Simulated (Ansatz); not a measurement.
C22H12 (bghi) (charge +2)

Input file:

```
crystal:
  periodic: [false, false, false]
  atoms:
    - { symbol: C, position_ang: [-2.17669492, 3.30375165, -0.30326558] }
    - { symbol: C, position_ang: [-3.11850104, 2.27231894, -0.29334162] }
    - { symbol: C, position_ang: [-2.70690074, 0.92338758, -0.19509913] }
    - { symbol: C, position_ang: [-3.65450619, -0.1416461, -0.18136046] }
    - { symbol: C, position_ang: [-3.25045419, -1.46007916, -0.0844909] }
    - { symbol: C, position_ang: [-1.8770035, -1.79493845, 0.00435563] }
    - { symbol: C, position_ang: [-1.44140746, -3.15613833, 0.10622268] }
    - { symbol: C, position_ang: [-0.11050205, -3.4640982, 0.19231284] }
    - { symbol: C, position_ang: [0.88607366, -2.43470546, 0.18320388] }
    - { symbol: C, position_ang: [2.26666001, -2.73845696, 0.27199566] }
    - { symbol: C, position_ang: [3.21627192, -1.73375734, 0.26314419] }
    - { symbol: C, position_ang: [2.8406169, -0.36210311, 0.16459523] }
    - { symbol: C, position_ang: [3.81039321, 0.66674047, 0.15642528] }
    - { symbol: C, position_ang: [3.42491508, 2.0055088, 0.05824801] }
    - { symbol: C, position_ang: [2.07783901, 2.34032599, -0.03186708] }
    - { symbol: C, position_ang: [1.06055113, 1.34671685, -0.02711039] }
    - { symbol: C, position_ang: [-0.34963572, 1.6730884, -0.11773158] }
    - { symbol: C, position_ang: [-0.81965766, 3.0115594, -0.21680174] }
    - { symbol: C, position_ang: [-1.31302421, 0.61886091, -0.10692554] }
    - { symbol: C, position_ang: [-0.90134961, -0.74541663, -0.00710507] }
    - { symbol: C, position_ang: [0.47843931, -1.06466255, 0.08224103] }
    - { symbol: C, position_ang: [1.45518955, -0.02232019, 0.07230285] }
    - { symbol: H, position_ang: [-2.50445635, 4.34230966, -0.37848444] }
    - { symbol: H, position_ang: [-4.18475541, 2.50180404, -0.36126731] }
    - { symbol: H, position_ang: [-4.71806314, 0.09976587, -0.24939234] }
    - { symbol: H, position_ang: [-3.99385866, -2.26058216, -0.07639741] }
    - { symbol: H, position_ang: [-2.19368501, -3.94812095, 0.11393933] }
    - { symbol: H, position_ang: [0.21263125, -4.50468899, 0.27003697] }
    - { symbol: H, position_ang: [2.5770362, -3.78294307, 0.34910567] }
    - { symbol: H, position_ang: [4.27720989, -1.98562135, 0.33306173] }
    - { symbol: H, position_ang: [4.86846658, 0.40253371, 0.22708898] }
    - { symbol: H, position_ang: [4.1807379, 2.79322112, 0.05022649] }
    - { symbol: H, position_ang: [1.8116176, 3.39421318, -0.10791007] }
    - { symbol: H, position_ang: [-0.11075768, 3.83899642, -0.2270051] }
total_charge: 2
basis:
  gaussian: { orbitals: def2-TZVP }
hamiltonian:
  xc: pbe0
output:
  orbitals: {}
```

Launched as:

```sh
ansatz run input.yaml --threads 8 --pin off --max-ram 20480MiB --backend cpu --events-out ev --progress --plain --runs-dir out
```

All numbers below come from DFT PBE0, Gaussian basis def2-TZVP in Ansatz 0.2.0.

### What can the converged electron density and electron localisation function tell about the bonding?

C–C (1.37 Å): the density is about 2.2 e/Å³ at the midpoint; the ELF peaks at about 0.95 between the atoms: localised, covalent bonding.
C–H (1.09 Å): the density is about 2.1 e/Å³ at the midpoint; the ELF climbs to about 1 towards the hydrogen, as it does in any bond to H (an ordinary covalent bond to hydrogen).
C–C (1.41 Å): ρ is about 2.1 e/Å³ halfway; the ELF peaks at about 0.95 between the atoms; a covalent bond.

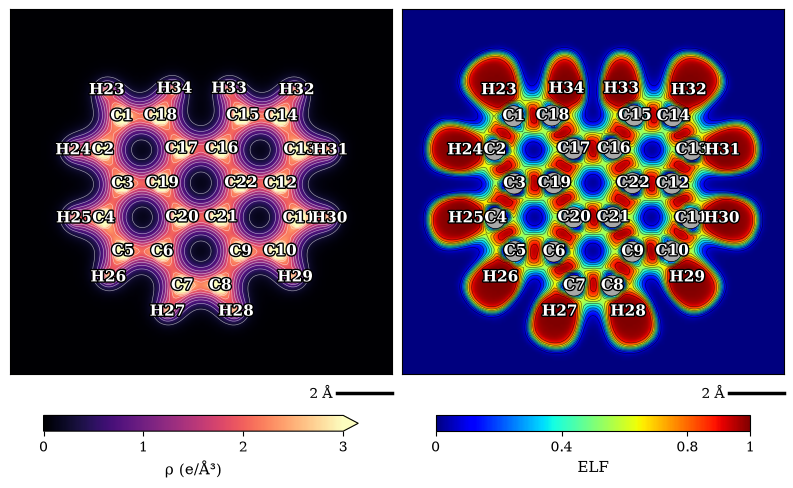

Computed electron density and electron localisation function on the molecular plane, in this order. Grey discs cover the atomic cores in the ELF map. 
